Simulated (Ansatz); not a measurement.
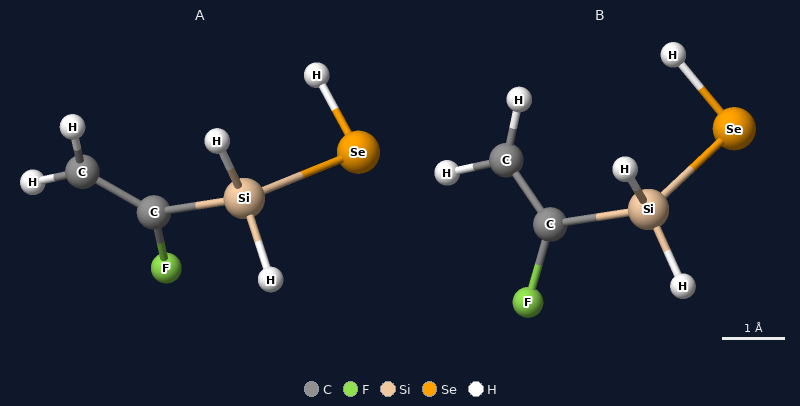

Two geometries of C2H5FSeSi (coarse preliminary run), drawn at one scale. One is the start of a relaxation, the other its converged end. A ball-and-stick model, seen at a tilt.

All numbers below come from RKS PBE-D4/def2-SVP (Ansatz). (force threshold 0.03 eV/Å; at most 200 steps)

Which one is relaxed?

Structure A is the relaxed one. The start comes from a force field. After 13 accepted moves (14 points after the start) the energy has fallen by 0.538 eV. Largest force component: 3.6 eV/Å at the start, 0.015 eV/Å at the end. The line search rejected the trial step at point 11 of the run. The largest move after the best rigid fit is that of an H atom, 1.18 Å. Largest moves by element: H 1.18 Å, F 1.16 Å, Se 0.55 Å, C 0.50 Å, Si 0.19 Å. Among the contacts that change: H–Si 1.399 → 1.501 Å, H–Se 1.562 → 1.486 Å, Se–Si 2.225 → 2.297 Å, C–H 1.160 → 1.102 Å. Among the angles between lasting bonds that change: Se–Si–H 112.0° → 103.9°, C–C–Si 119.4° → 125.4°, C–C–H 125.5° → 119.9°. Groups turn about C–Si by about 55°. Cost: 23 s on 4 threads of Arm Neoverse V1 (shared host).
